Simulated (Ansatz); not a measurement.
# Hypothetical Fm-3m WTe2, pressure series

Base system: WTe2 (space group Fm-3m, No. 225; a = 6.569 Å; a hypothetical phase, not in the database extracts checked).

Cell and atoms are relaxed at each pressure.

The values are results of PBEsol, PAW, 420 eV (Ansatz, a quantum-chemistry and plane-wave program; no SOC), not measurements.

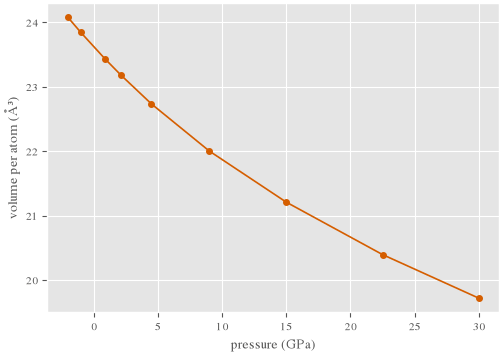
Volume against pressure

### Question
Estimate the zero-pressure bulk modulus from the plot.

### Answer
About 110 GPa; a third-order Birch–Murnaghan fit to the points gives V₀ = 23.62 Å³/atom, B₀ = 108 GPa and B₀′ = 4.8.

Load acts through the strain it causes; cell and atoms are relaxed under it. Stability against distortions was not tested. Competing high-pressure phases were not computed. All final runs are without spin polarisation. WTe2 has a high density of states at the Fermi level and may be magnetic at this level.
